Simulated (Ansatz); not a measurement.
```cif
data_structure
_symmetry_space_group_name_H-M 'P 1'
_symmetry_Int_Tables_number 1
_cell_length_a 7.5680
_cell_length_b 7.5680
_cell_length_c 7.5680
_cell_angle_alpha 90.000
_cell_angle_beta 90.000
_cell_angle_gamma 90.000
_cell_volume 433.46
loop_
_atom_site_label
_atom_site_type_symbol
_atom_site_fract_x
_atom_site_fract_y
_atom_site_fract_z
_atom_site_occupancy
Ga1 Ga 0.25000 0.25000 0.25000 1
Ga2 Ga 0.75000 0.75000 0.75000 1
Ga3 Ga 0.25000 0.25000 0.75000 1
Ga4 Ga 0.75000 0.75000 0.25000 1
Ga5 Ga 0.25000 0.75000 0.25000 1
Ga6 Ga 0.75000 0.25000 0.75000 1
Ga7 Ga 0.75000 0.25000 0.25000 1
Ga8 Ga 0.25000 0.75000 0.75000 1
I1 I 0.00000 0.00000 0.00000 1
I2 I 0.50000 0.50000 0.50000 1
Cl1 Cl 0.00000 0.00000 0.50000 1
Cl2 Cl 0.50000 0.50000 0.00000 1
Cl3 Cl 0.00000 0.50000 0.00000 1
Cl4 Cl 0.50000 0.00000 0.50000 1
Cl5 Cl 0.50000 0.00000 0.00000 1
Cl6 Cl 0.00000 0.50000 0.50000 1
```

Space group Im-3m; a structure generated by program, which may or may not match a known phase.

Method: DFT PBE, scalar-relativistic, plane waves, PAW (Ansatz 0.2.0).

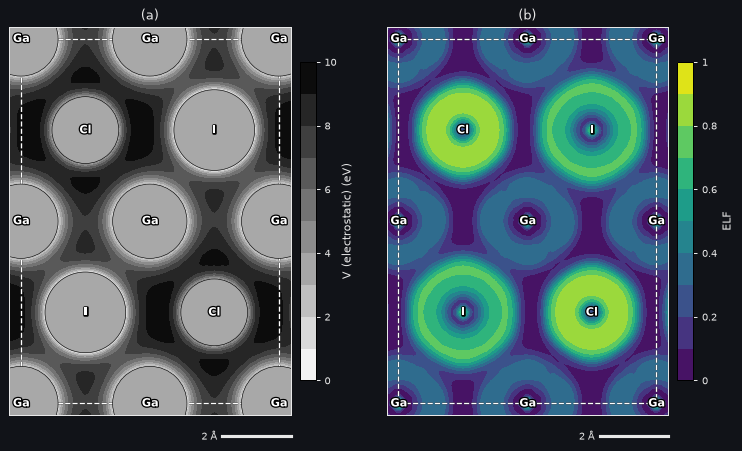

Ga$_{4}$ICl$_{3}$. (a) electrostatic potential (local pseudopotential plus Hartree) felt by an electron; (b) ELF on the (110) plane of the conventional cell. Grey discs cover the atomic cores in the potential map.

Core electrons are frozen (PAW), and the valence fields are smoothed inside the atomic spheres.

> Read the bonding off the picture.

- The section cuts through Ga, I and Cl sites.
- Ga–I (3.28 Å): the ELF is about 0.35 at the midpoint and 0.20 at its lowest between the atoms.
- Ga–Cl (3.28 Å): the ELF is about 0.10 at the midpoint; no shared electron pair shows on this line.
- The features right at Ga lie inside the PAW spheres, where the map follows smoothed inner orbitals and isn't to be read closely.
- Outside the cores the potential energy rises away from the atoms and is highest about 1.6 Å from the nearest atoms; its zero is arbitrary.
